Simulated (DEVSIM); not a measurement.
Structure: abrupt InP n-p junction, at 400 K.

```
layer (left to right)  material  thickness (μm)  Nd (cm⁻³)  Na (cm⁻³)  τn (s)  τp (s)
---------------------  --------  --------------  ---------  ---------  ------  ------
1                           InP            3.00     8.7e16          -  3.1e-8  3.1e-8
2                           InP            32.0          -     8.5e16  3.1e-8  3.1e-8
```

Left contact: ohmic. Right contact: ohmic. Voltage is applied to the left contact. Recombination: SRH at mid-gap, Auger. Mobility is constant in doping.

This is a model device: material constants are rounded textbook-type values typed into the input, and sizes, dopings and lifetimes were drawn at random. Values at 300 K; Nc and Nv go as T^1.5, mobilities as T to minus their exponent, the gap by Varshni's rule with the affinity fixed.

```csv
parameter,InP
gap (eV),1.344
affinity (eV),4.38
permittivity,12.5
Nc (cm⁻³),5.7e17
Nv (cm⁻³),1.1e19
μn (cm²/Vs),5200
μp (cm²/Vs),170
T exponent of μn,2
T exponent of μp,2
Cn (cm⁶/s),9e-31
Cp (cm⁶/s),9e-31
Varshni α (eV/K),0.000363
Varshni β (K),162
```

Simulated with DEVSIM: 1D drift-diffusion, Boltzmann statistics, complete ionisation; no tunnelling, impact ionisation, image-force lowering or self-heating.

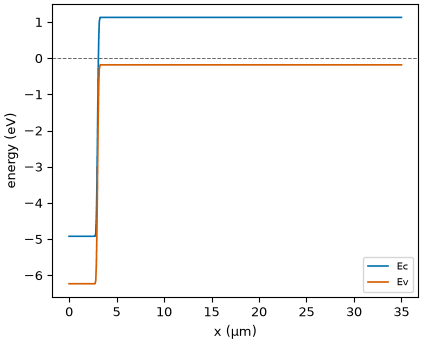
Band edges at 5.0 V on the left contact

Energies count from the Fermi level of the right contact; mesh points crowd at the junctions.

| x (μm) | Ec (eV) | Ev (eV) | n (cm⁻³) | p (cm⁻³) | field (V/cm) |
|---|---|---|---|---|---|
| 0.000 | -4.920 | -6.232 | 8.7e16 | 5100 | ≈ 0 |
| 0.03706 | -4.920 | -6.232 | 8.7e16 | 5100 | ≈ 0 |
| 0.1304 | -4.920 | -6.232 | 8.7e16 | 4900 | ≈ 0 |
| 0.3654 | -4.920 | -6.232 | 8.7e16 | 4500 | ≈ 0 |
| 1.276 | -4.920 | -6.232 | 8.7e16 | 3000 | ≈ 0 |
| 2.314 | -4.920 | -6.232 | 8.7e16 | 1000 | ≈ 0 |
| 2.742 | -4.918 | -6.230 | 8.2e16 | 100 | 1200 |
| 2.940 | -3.336 | -4.647 | 12000 | 130000 | 200000 |
| 2.991 | -2.163 | -3.475 | 6500 | 170000 | 260000 |
| 3.020 | -1.391 | -2.702 | 5400 | 220000 | 250000 |
| 3.089 | 0.020 | -1.292 | 3400 | 500000 | 160000 |
| 3.360 | 1.129 | -0.183 | < 1e2 | 8.5e16 | ≈ 0 |
| 3.957 | 1.129 | -0.182 | 230 | 8.5e16 | ≈ 0 |
| 5.481 | 1.129 | -0.182 | 670 | 8.5e16 | ≈ 0 |
| 11.84 | 1.129 | -0.182 | 2200 | 8.5e16 | ≈ 0 |
| 23.46 | 1.129 | -0.182 | 4000 | 8.5e16 | ≈ 0 |
| 30.31 | 1.129 | -0.182 | 4800 | 8.5e16 | ≈ 0 |
| 33.18 | 1.129 | -0.182 | 5100 | 8.5e16 | ≈ 0 |
| 34.50 | 1.129 | -0.182 | 5200 | 8.5e16 | ≈ 0 |
| 34.82 | 1.129 | -0.182 | 5200 | 8.5e16 | ≈ 0 |
| 34.94 | 1.129 | -0.182 | 5200 | 8.5e16 | ≈ 0 |
| 35.00 | 1.129 | -0.182 | 5200 | 8.5e16 | ≈ 0 |
